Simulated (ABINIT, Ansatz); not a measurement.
**H (P4/mmm): from the cell to the phonon bands**

How does H (P4/mmm) vibrate, and is this structure a minimum?

Program: ABINIT 10.8.3. Level of theory: DFT LDA, scalar-relativistic, plane waves, PseudoDojo norm-conserving pseudopotentials. Results are calculated unless marked as measured.

**1. The starting structure**

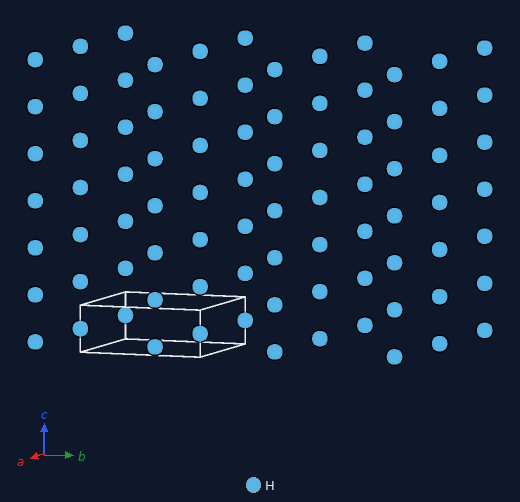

Start, viewed slightly off an axis; hydrogen blue. 2×3×7 cells are drawn. Some periodic images of atoms are drawn too.

**2. A probe with smearing**

A first run with smearing and empty bands tells whether the crystal has a gap, which decides between fixed occupations and smearing later on.

probe.abi reads:

```
# ground state
tolvrs 1.0d-08
prtden 1
prtwf 1

# basis, mesh and filling
ecut 31.0
ngkpt 6 6 18
nshiftk 1
shiftk 0.0 0.0 0.0
istwfk *1
occopt 7
tsmear 0.005
nband 5
nstep 100
diemac 9.0
prtebands 0
prtgsr 0

# cell and atoms
acell 5.007091548 5.007091548 1.852863086
rprim 
    1.0 0.0 0.0
    0.0 1.0 0.0
    0.0 0.0 1.0
ntypat 1
znucl 1
natom 1
typat 1
xred 
    0.0 0.0 0.5
pp_dirpath "./pseudo"
pseudos "H.upf"
```

Command:

```bash
$ OMP_NUM_THREADS=1 mpirun -n 4 abinit probe.abi > probe.log
```

Numbers of over 12 decimals in the logs are rounded to 6 here.

probe.abo, the main output file:

```text
[banners, grids, parts of the stress and lines that vanish by symmetry left out]
- input  file    -> probe.abi
- output file    -> probe.abo
- root for input  files -> probei
[...]
Symmetries : space group P4/m m m (#123); Bravais tP (primitive tetrag.)
[...]
mpw =         397          nfft =        7290          nkpt =         100
[...]
== DATASET  1 ==================================================================
[...]
cutoff_energies: {ecut:  31.0, pawecutdg:  -1.0, }
[...]
ETOT  1 -0.560514    -5.605E-01 4.891E-02 4.701E+00
 ETOT  2 -0.561503    -9.894E-04 1.050E-03 1.262E-01
 ETOT  3 -0.561515    -1.153E-05 1.372E-04 2.932E-03
 ETOT  4 -0.561515    -9.659E-08 7.913E-05 1.087E-05
 ETOT  5 -0.561515    -1.426E-10 1.956E-05 1.970E-08
 ETOT  6 -0.561515    -2.014E-12 9.216E-06 1.361E-10
 At SCF step    6       vres2   =  1.36E-10 < tolvrs=  1.00E-08 =>converged.
[...]
sigma(1 1)= -9.78626168E-07  sigma(3 2)=  0.00000000E+00
  sigma(2 2)= -9.78626168E-07  sigma(3 1)=  0.00000000E+00
  sigma(3 3)= -8.40089030E-05  sigma(2 1)=  0.00000000E+00
[...]
convergence: {deltae: -2.014E-12, res2:  1.361E-10, residm:  9.216E-06, diffor: null, }
etotal    :  -5.61515122E-01
[...]
sigma(1 1)= -9.78626168E-07  sigma(3 2)=  0.00000000E+00
  sigma(2 2)= -9.78626168E-07  sigma(3 1)=  0.00000000E+00
  sigma(3 3)= -8.40089030E-05  sigma(2 1)=  0.00000000E+00
[...]
- sigma(1 1)= -2.87921759E-02  sigma(3 2)=  0.00000000E+00
- sigma(2 2)= -2.87921759E-02  sigma(3 1)=  0.00000000E+00
- sigma(3 3)= -2.47162726E+00  sigma(2 1)=  0.00000000E+00
[...]
fcart     -0.0000000000E+00 -0.0000000000E+00 -0.0000000000E+00
           strten     -9.7862616840E-07 -9.7862616840E-07 -8.4008903026E-05
================================================================================

[key lines of the parts left out:]
pressure_GPa:   8.4307E-01
```

Elapsed: 2 s, on 4 MPI ranks of Arm Neoverse V1, shared host; 7.7 s of CPU time.

This step gave:

```
volume per atom   : 6.884 Å³
pressure          : 0.8431 GPa
gap on the k-mesh : 0 eV
```

No gap opens on this mesh, so smearing is kept; the printed pressure holds the stress of the finite basis too.

**3. Relaxation**

The harmonic expansion needs vanishing forces, and a free crystal bears no stress, so cell and atoms are brought to rest. Stress is more sensitive to the basis than forces are: the last 3 Ha under the cutoff are smoothed with ecutsm, and the cutoff is raised above that of the later runs.

relax.abi reads:

```
# relaxation
ionmov 2
optcell 2
dilatmx 1.08
ntime 40
tolmxf 1.0d-05
tolvrs 1.0d-14
prtwf 0
prtden 0
chksymtnons 0

# basis, mesh and filling
ecut 39.0
ecutsm 3.0
ngkpt 14 14 36
nshiftk 1
shiftk 0.0 0.0 0.0
istwfk *1
occopt 7
tsmear 0.01
nband 5
nstep 100
diemac 1000000.0
prtebands 0
prtgsr 0

# cell and atoms
acell 5.007091548 5.007091548 1.852863086
rprim 
    1.0 0.0 0.0
    0.0 1.0 0.0
    0.0 0.0 1.0
ntypat 1
znucl 1
natom 1
typat 1
xred 
    0.0 0.0 0.5
pp_dirpath "./pseudo"
pseudos "H.upf"
```

Command:

```bash
$ OMP_NUM_THREADS=1 mpirun -n 4 abinit relax.abi > relax.log
```

relax.abo, the main output file:

```text
[banners, grids, parts of the stress and lines that vanish by symmetry left out]
- input  file    -> relax.abi
- output file    -> relax.abo
- root for input  files -> relaxi
[...]
Symmetries : space group P4/m m m (#123); Bravais tP (primitive tetrag.)
[...]
mpw =         702          nfft =       12288          nkpt =         684
[...]
== DATASET  1 ==================================================================
[...]
cutoff_energies: {ecut:  39.0, pawecutdg:  -1.0, }
[...]
ETOT  1 -0.559404    -5.594E-01 6.266E-02 7.691E+00
 ETOT  2 -0.560570    -1.166E-03 2.578E-03 3.415E-01
 ETOT  3 -0.560590    -1.970E-05 8.362E-04 9.332E-03
 ETOT  4 -0.560590    -1.868E-07 1.068E-03 4.423E-05
 ETOT  5 -0.560590    -4.267E-10 1.337E-04 2.784E-07
[...]
At SCF step    8       vres2   =  1.32E-15 < tolvrs=  1.00E-14 =>converged.
[...]
sigma(1 1)=  4.85917219E-05  sigma(3 2)=  0.00000000E+00
  sigma(2 2)=  4.85917219E-05  sigma(3 1)=  0.00000000E+00
  sigma(3 3)= -2.13972565E-04  sigma(2 1)=  0.00000000E+00
[...]
convergence: {deltae: -3.220E-15, res2:  1.317E-15, residm:  1.865E-05, diffor: null, }
etotal    :  -5.60589960E-01
[...]
ETOT  1 -0.560648    -5.606E-01 2.367E-03 1.693E-02
[...]
At SCF step    7       vres2   =  2.25E-17 < tolvrs=  1.00E-14 =>converged.
[...]
sigma(1 1)=  4.69499315E-05  sigma(3 2)=  0.00000000E+00
  sigma(2 2)=  4.69499315E-05  sigma(3 1)=  0.00000000E+00
  sigma(3 3)= -1.41530933E-04  sigma(2 1)=  0.00000000E+00
[...]
convergence: {deltae:  9.992E-16, res2:  2.246E-17, residm:  3.527E-09, diffor: null, }
etotal    :  -5.60649325E-01
[...]
ETOT  1 -0.560705    -5.607E-01 6.105E+00 5.595E-02
[...]
At SCF step    7       vres2   =  7.71E-17 < tolvrs=  1.00E-14 =>converged.
[...]
sigma(1 1)=  4.25952906E-05  sigma(3 2)=  0.00000000E+00
  sigma(2 2)=  4.25952906E-05  sigma(3 1)=  0.00000000E+00
  sigma(3 3)=  1.37294870E-05  sigma(2 1)=  0.00000000E+00
[...]
convergence: {deltae:  1.665E-15, res2:  7.707E-17, residm:  9.887E-08, diffor: null, }
etotal    :  -5.60711094E-01
[...]
ETOT  1 -0.560717    -5.607E-01 6.529E-01 6.512E-04
[...]
At SCF step    6       vres2   =  6.92E-16 < tolvrs=  1.00E-14 =>converged.
[...]
sigma(1 1)=  4.16640389E-05  sigma(3 2)=  0.00000000E+00
  sigma(2 2)=  4.16640389E-05  sigma(3 1)=  0.00000000E+00
  sigma(3 3)=  2.70515801E-05  sigma(2 1)=  0.00000000E+00
[...]
convergence: {deltae: -1.721E-14, res2:  6.920E-16, residm:  1.825E-08, diffor: null, }
etotal    :  -5.60717484E-01
[...]
ETOT  1 -0.560755    -5.608E-01 2.605E+01 2.002E-01
[...]
sigma(1 1)=  3.07108429E-05  sigma(3 2)=  0.00000000E+00
  sigma(2 2)=  3.07108429E-05  sigma(3 1)=  0.00000000E+00
[...]
convergence: {deltae:  6.661E-15, res2:  5.419E-16, residm:  1.777E-02, diffor: null, }
etotal    :  -5.60770536E-01
[...]
ETOT  1 -0.560784    -5.608E-01 2.047E+01 4.091E-01
[...]
convergence: {deltae:  9.770E-15, res2:  1.342E-15, residm:  1.240E-05, diffor: null, }
etotal    :  -5.60816413E-01
[...]
ETOT  1 -0.560814    -5.608E-01 1.759E+01 4.923E-01
[...]
convergence: {deltae:  2.220E-16, res2:  1.301E-15, residm:  7.807E-02, diffor: null, }
etotal    :  -5.60853197E-01
[...]
ETOT  1 -0.560858    -5.609E-01 2.709E+01 6.127E-02
[...]
convergence: {deltae:  1.554E-14, res2:  3.823E-17, residm:  2.288E-06, diffor: null, }
etotal    :  -5.60863295E-01
[...]
ETOT  1 -0.560864    -5.609E-01 3.247E-04 1.268E-03
[...]
convergence: {deltae: -1.454E-14, res2:  3.294E-16, residm:  2.394E-09, diffor: null, }
etotal    :  -5.60864041E-01
[...]
ETOT  1 -0.560864    -5.609E-01 2.309E-06 3.371E-04
[...]
At SCF step    6       vres2   =  1.19E-16 < tolvrs=  1.00E-14 =>converged.
[...]
sigma(2 2)= -1.13546509E-08  sigma(3 1)=  0.00000000E+00
  sigma(3 3)= -1.35930908E-07  sigma(2 1)=  0.00000000E+00
[...]
convergence: {deltae:  6.106E-15, res2:  1.194E-16, residm:  2.828E-10, diffor: null, }
etotal    :  -5.60864059E-01
[...]
ETOT  1 -0.560864    -5.609E-01 2.958E-09 5.025E-07
[...]
ETOT  4 -0.560864    -8.105E-15 4.927E-12 7.127E-13
 ETOT  5 -0.560864     5.329E-15 2.903E-12 2.545E-16
 At SCF step    5       vres2   =  2.54E-16 < tolvrs=  1.00E-14 =>converged.
[...]
sigma(1 1)= -8.81521466E-11  sigma(3 2)=  0.00000000E+00
  sigma(2 2)= -8.81521466E-11  sigma(3 1)=  0.00000000E+00
  sigma(3 3)= -6.25484306E-09  sigma(2 1)=  0.00000000E+00
[...]
convergence: {deltae:  5.329E-15, res2:  2.545E-16, residm:  2.903E-12, diffor: null, }
etotal    :  -5.60864059E-01
[...]
At Broyd/MD step  11, gradients are converged :
[...]
sigma(1 1)= -8.81521466E-11  sigma(3 2)=  0.00000000E+00
  sigma(2 2)= -8.81521466E-11  sigma(3 1)=  0.00000000E+00
  sigma(3 3)= -6.25484306E-09  sigma(2 1)=  0.00000000E+00
[...]
- sigma(1 1)= -2.59352569E-06  sigma(3 2)=  0.00000000E+00
- sigma(2 2)= -2.59352569E-06  sigma(3 1)=  0.00000000E+00
- sigma(3 3)= -1.84023836E-04  sigma(2 1)=  0.00000000E+00
[...]
fcart     -0.0000000000E+00 -0.0000000000E+00 -0.0000000000E+00
           strten     -8.8152146607E-11 -8.8152146607E-11 -6.2548430614E-09
================================================================================

[key lines of the parts left out:]
pressure_GPa:   6.3070E-05
Total energy (etotal) [Ha]= -5.60864059427976E-01
```

Elapsed: 72 s, on 4 MPI ranks; 4.8 min of CPU time.

The steps of the relaxation:

| step | energy less that of the first step (eV) | largest force (eV/Å) | volume (Å³) |
| --- | --- | --- | --- |
| 1 | 0.0000 | 0.0000 | 6.88 |
| 2 | -0.0016 | 0.0000 | 6.91 |
| 3 | -0.0033 | 0.0000 | 6.94 |
| 4 | -0.0035 | 0.0000 | 6.92 |
| 5 | -0.0049 | 0.0000 | 6.68 |
| 6 | -0.0062 | 0.0000 | 6.37 |
| 7 | -0.0072 | 0.0000 | 6.06 |
| 8 | -0.0074 | 0.0000 | 5.97 |
| 9 | -0.0075 | 0.0000 | 5.99 |
| 10 | -0.0075 | 0.0000 | 6.00 |
| 11 | -0.0075 | 0.0000 | 6.00 |

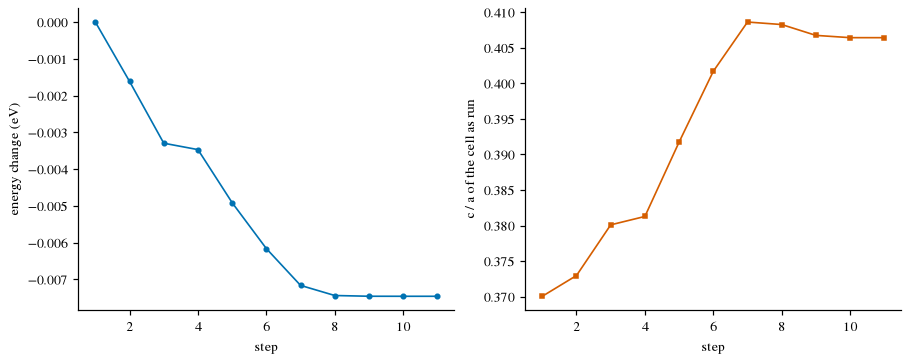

Energy and cell shape along the relaxation.

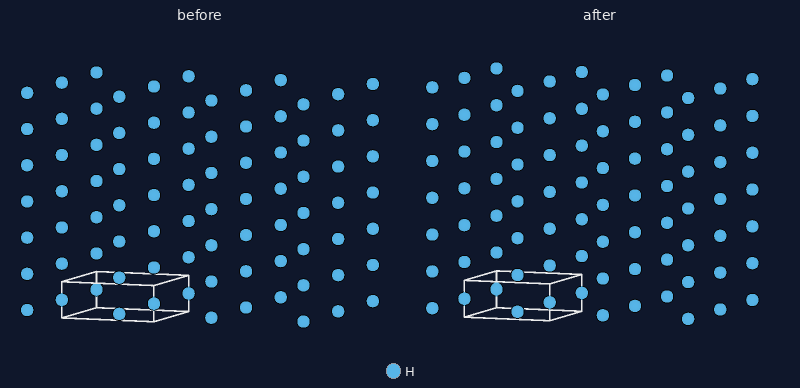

The structure before and after the relaxation, drawn at the same scale.

| conventional cell, symmetrised | before | after | change |
| --- | --- | --- | --- |
| a (Å) | 2.650 | 2.453 | -7.4 % |
| b (Å) | 2.650 | 2.453 | -7.4 % |
| c (Å) | 0.980 | 0.997 | +1.7 % |
| volume (Å³/atom) | 6.88 | 6.00 | -12.8 % |

Final coordinates:

```xyz
1
Lattice="2.4534 0.0000 0.0000 0.0000 2.4534 0.0000 0.0000 0.0000 0.9971" Properties=species:S:1:pos:R:3 pbc="T T T"
H     0.0000    0.0000    0.4986
```

Read from the output:

| Quantity | Value |
| --- | --- |
| volume per atom | 6.002 Å³ |
| pressure | 6.31e-5 GPa |

The volume changes by -12.8 % in this run and stands -12.8 % from the first cell.

**4. Ground state**

First-order wavefunctions inherit every error of the ground state, hence the very tight tolvrs. Smearing stays on, as the first look found no gap above 0.3 eV.

gs.abi reads:

```
# ground state
tolvrs 1.0d-16
prtden 1
prtwf 1

# basis, mesh and filling
ecut 31.0
ngkpt 16 16 36
nshiftk 1
shiftk 0.0 0.0 0.0
istwfk *1
occopt 7
tsmear 0.01
nband 5
nstep 100
diemac 1000000.0
prtebands 0
prtgsr 0

# cell and atoms
acell 4.636281708 4.636281708 1.884278097
rprim 
    1.0 0.0 0.0
    0.0 1.0 0.0
    0.0 0.0 1.0
ntypat 1
znucl 1
natom 1
typat 1
xred 
    0.0 0.0 0.5
pp_dirpath "./pseudo"
pseudos "H.upf"
```

Command:

```bash
$ OMP_NUM_THREADS=1 mpirun -n 4 abinit gs.abi > gs.log
```

gs.abo, the main output file:

```text
[banners, grids, parts of the stress and lines that vanish by symmetry left out]
- input  file    -> gs.abi
- output file    -> gs.abo
- root for input  files -> gsi
[...]
Symmetries : space group P4/m m m (#123); Bravais tP (primitive tetrag.)
[...]
mpw =         352          nfft =        5760          nkpt =         855
[...]
== DATASET  1 ==================================================================
[...]
cutoff_energies: {ecut:  31.0, pawecutdg:  -1.0, }
[...]
ETOT  1 -0.559955    -5.600E-01 1.433E-01 2.822E+00
 ETOT  2 -0.560799    -8.443E-04 3.733E-03 8.730E-02
 ETOT  3 -0.560810    -1.137E-05 5.537E-04 1.703E-03
 ETOT  4 -0.560810    -7.651E-08 2.368E-04 5.960E-06
 ETOT  5 -0.560810    -1.153E-10 1.303E-03 7.397E-09
 ETOT  6 -0.560810    -9.536E-13 2.519E-04 4.112E-11
 ETOT  7 -0.560810    -6.217E-15 1.075E-03 1.071E-13
 ETOT  8 -0.560810    -2.442E-15 1.170E-04 8.660E-17
 At SCF step    8       vres2   =  8.66E-17 < tolvrs=  1.00E-16 =>converged.
[...]
sigma(1 1)=  9.30803640E-06  sigma(3 2)=  0.00000000E+00
  sigma(2 2)=  9.30803640E-06  sigma(3 1)=  0.00000000E+00
  sigma(3 3)=  8.43551411E-06  sigma(2 1)=  0.00000000E+00
[...]
convergence: {deltae: -2.442E-15, res2:  8.660E-17, residm:  1.170E-04, diffor: null, }
etotal    :  -5.60810300E-01
[...]
sigma(1 1)=  9.30803640E-06  sigma(3 2)=  0.00000000E+00
  sigma(2 2)=  9.30803640E-06  sigma(3 1)=  0.00000000E+00
  sigma(3 3)=  8.43551411E-06  sigma(2 1)=  0.00000000E+00
[...]
- sigma(1 1)=  2.73851886E-01  sigma(3 2)=  0.00000000E+00
- sigma(2 2)=  2.73851886E-01  sigma(3 1)=  0.00000000E+00
- sigma(3 3)=  2.48181394E-01  sigma(2 1)=  0.00000000E+00
[...]
fcart     -0.0000000000E+00 -0.0000000000E+00 -0.0000000000E+00
           strten      9.3080364047E-06  9.3080364047E-06  8.4355141096E-06
================================================================================

[key lines of the parts left out:]
pressure_GPa:  -2.6530E-01
```

It took 9.8 s on 4 MPI ranks.

This step gave:

```yaml
pressure: -0.2653 GPa
```

The cell stands at -0.27 GPa: the relaxation ran with a smoothed and higher cutoff and on another k mesh.

(Continued in part 2 of 4.)

[Host names and launcher messages were left out of these logs when they were recorded.]

[Logs are printed without paths, hosts, clocks, repeated set-up lines and the standing remarks that a program may print on its own settings, such as how far it seeks lower states.]

[Hosts, paths, dates, database ids (printed as entryN), source tags and the programs' standing remarks are cut or masked in the printed files.]
